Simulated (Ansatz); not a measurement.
# C2H4Si (SMILES C#C[SiH3]): wB97M-V/6-311+G(d,p)

What is the electronic atomisation energy of C2H4Si at wB97M-V/6-311+G**? 

The calculation is run with Ansatz 0.2.0.

49 further runs of the same task are left out: 7 that didn't finish, 42 set aside as unsound or not needed.

## (1) The molecule

C2H4Si: 7 atoms, total charge 0, spin state singlet. SMILES: `C#C[SiH3]`. The coordinates come from a PBE0-D4/def2-TZVP relaxation.

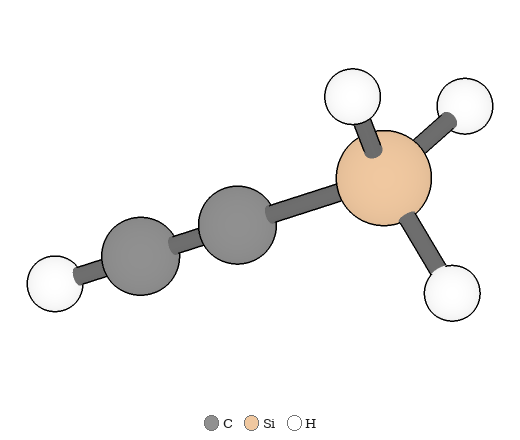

The structure, seen from a chosen angle (carbon grey, silicon light orange, hydrogen white).

## (2) A single-point energy at wB97M-V/6-311+G(d,p)

molecule.yaml reads:

```yaml
crystal:
  periodic: [false, false, false]
  atoms:
    - symbol: C
      position_ang: [-0.580700, -1.871400, 0.172200]
    - symbol: C
      position_ang: [-0.218500, -0.726500, 0.062400]
    - symbol: Si
      position_ang: [0.329800, 1.004300, -0.103800]
    - symbol: H
      position_ang: [-0.901000, -2.883500, 0.269300]
    - symbol: H
      position_ang: [-0.094500, 1.528300, -1.425000]
    - symbol: H
      position_ang: [-0.281700, 1.818100, 0.974900]
    - symbol: H
      position_ang: [1.807900, 1.062900, 0.004400]
basis:
  gaussian: {orbitals: 6-311+G_st__st_-spherical.json}
hamiltonian: {xc: {name: wB97M-V}}
accuracy: high
output: {orbitals: {seedname: orbitals}}
```

The basis set 6-311+G** is read from a file made from the Basis Set Exchange's data (not shown).

On the command line:

```
ansatz run molecule.yaml --threads 1 --pin off --max-ram 3480MiB --events-out events.jsonl --progress --plain --runs-dir runs
```

The log of the run:

```text
Warning: RAYON_NUM_THREADS=1 ignored (pool sized by the plan → 1); use --threads N
Functional definition: wB97M-V
  name "wB97M-V"
  parameter omega = 0.3/bohr
  parameter cx = 0.15
  parameter cx01 = 1.007
  parameter cx10 = 0.259
  parameter css00 = 0.443
  parameter css04 = -1.437
  parameter css10 = -4.535
  parameter css20 = -3.390
  parameter css43 = 4.278
  parameter cos00 = 1.000
  parameter cos10 = 1.358
  parameter cos20 = 2.924
  parameter cos21 = -8.812
  parameter cos60 = -1.390
  parameter cos61 = 9.142
  parameter b = 6.0
  parameter c = 0.01
  gx(w, u) = 1 - cx + cx01*u + cx10*w
  gss(w, u) = css00 + css04*u^4 + css10*w + css20*w^2 + css43*w^4*u^3
  gos(w, u) = cos00 + cos10*w + (cos20 + cos21*u)*w^2 + (cos60 + cos61*u)*w^6
  exchange = spin_sum(e_x_unif_sr(omega)*gx(b97_w, b97_u_x)) + cx*exact_x_sr(omega) + exact_x_lr(omega)
  correlation = spin_sum(e_c_pw_mod_same_spin*gss(b97_w, b97_u_same))
      + integral(e_c_pw_mod_opposite_spin*gos(b97_w_opposite, b97_u_opposite)) + vv10(b, c)
1694 factors; integrals over basis functions are off by at most 4.2e-9 eV
404 factors; integrals over basis functions are off by at most 1.7e-9 eV
mean field evaluation 1: about -10010.7812 eV, gradient 3.5e1 eV
mean field evaluation 2: about -10012.4548 eV, gradient 2.3e1 eV
mean field evaluation 4: about -10013.7814 eV, gradient 2.4e0 eV
mean field evaluation 8: about -10013.8022 eV, gradient 4.3e-2 eV
mean field evaluation 16: about -10013.8022 eV, gradient 1.2e-6 eV
mean field -10013.80219570 eV, -368.0004430929 hartree, gradient 6.6e-8 eV, S^2 0.000000; 0 other end points of the search recorded, 0 dependent functions left out
reference -10013.80220354 eV, -368.0004433812 hartree; 15, 15 occupied and 83, 83 virtual orbitals, 1694 factors
Total energy: -10013.80220354 eV, -368.0004433812 hartree
```

Run time: 45 s. Hardware: 1 thread of Arm Neoverse V1, shared host; peak memory 0.49 GiB.

## (3) The C atom, same level

run.yaml reads:

```yaml
crystal:
  periodic: [false, false, false]
  atoms:
    - {symbol: C, position_ang: [0.000000, 0.000000, 0.000000]}
basis:
  gaussian:
    orbitals: 6-311+G_st__st_.json
hamiltonian:
  xc: {name: wB97M-V}
accuracy: high
magnetization:
  spin_polarized: true
  initial_magnetization: 2
```

The basis set 6-311+G** is read from a file made from the Basis Set Exchange's data (not shown).

On the command line:

```
ansatz run run.yaml --threads 1 --pin off --max-ram 3480MiB --events-out events.jsonl --progress --plain --runs-dir runs
```

The log of the run, cut to the lines that bear on the results:

```text
Warning: RAYON_NUM_THREADS=1 ignored (pool sized by the plan → 1); use --threads N
[... 2 set-up lines as earlier in the session ...]
[...]
  gx(w, u) = 1 - cx + cx01*u + cx10*w
  gss(w, u) = css00 + css04*u^4 + css10*w + css20*w^2 + css43*w^4*u^3
  gos(w, u) = cos00 + cos10*w + (cos20 + cos21*u)*w^2 + (cos60 + cos61*u)*w^6
[...]
      + integral(e_c_pw_mod_opposite_spin*gos(b97_w_opposite, b97_u_opposite)) + vv10(b, c)
169 factors; integrals over basis functions are off by at most 2.6e-9 eV
70 factors; integrals over basis functions are off by at most 1.8e-9 eV
[...]
mean field -1029.79507765 eV, -37.8442710833 hartree, gradient 2.1e-8 eV, S^2 2.001890; 0 other end points of the search recorded, 0 dependent functions left out
reference -1029.79508079 eV, -37.8442711990 hartree; 4, 2 occupied and 18, 20 virtual orbitals, 169 factors
Total energy: -1029.79508079 eV, -37.8442711990 hartree
```

Run time: 3 s. Hardware: 1 thread of Arm Neoverse V1, shared host; peak memory 0.16 GiB.

## (4) The H atom at the same level

input.yaml reads:

```yaml
crystal:
  periodic: [false, false, false]
  atoms:
    - {symbol: H, position_ang: [0.000000, 0.000000, 0.000000]}
basis:
  gaussian:
    orbitals: 6-311+G_st__st_.json
accuracy: high
magnetization:
  spin_polarized: true
  initial_magnetization: 1
hamiltonian:
  xc: {name: wB97M-V}
```

The basis set 6-311+G** is read from a file made from the Basis Set Exchange's data (not shown).

Run the same way, it converges to -0.49411 Eh (log not shown).

## (5) The Si atom at the same level

run.yaml reads:

```yaml
crystal:
  periodic: [false, false, false]
  atoms:
    - {symbol: Si, position_ang: [0.000000, 0.000000, 0.000000]}
basis:
  gaussian:
    orbitals: 6-311+G_st__st_-spherical.json
magnetization:
  spin_polarized: true
  initial_magnetization: 2
hamiltonian:
  xc: {name: wB97M-V}
accuracy: high
```

The basis set 6-311+G** is read from a file made from the Basis Set Exchange's data (not shown).

Run the same way, it converges to -289.35450 Eh (log not shown).

## (6) Summary of results

Level: wB97M-V/6-311+G**.

| quantity | value |
| --- | --- |
| molecule: total energy | -368.00044 Eh |
| molecule: HOMO energy | -10.58 eV |
| molecule: LUMO energy | 0.72 eV |
| molecule: HOMO–LUMO gap | 11.30 eV |
| C atom: total energy | -37.84427 Eh |
| C atom: ⟨S²⟩ | 2.002 |
| H atom: total energy | -0.49411 Eh |
| H atom: ⟨S²⟩ | 0.750 |
| Si atom: total energy | -289.35450 Eh |
| Si atom: ⟨S²⟩ | 2.001 |
| electronic atomisation energy | 26.693 eV |

Taking the molecule apart into free atoms costs 26.69 eV (616 kcal/mol), before zero-point energy and without spin-orbit coupling.
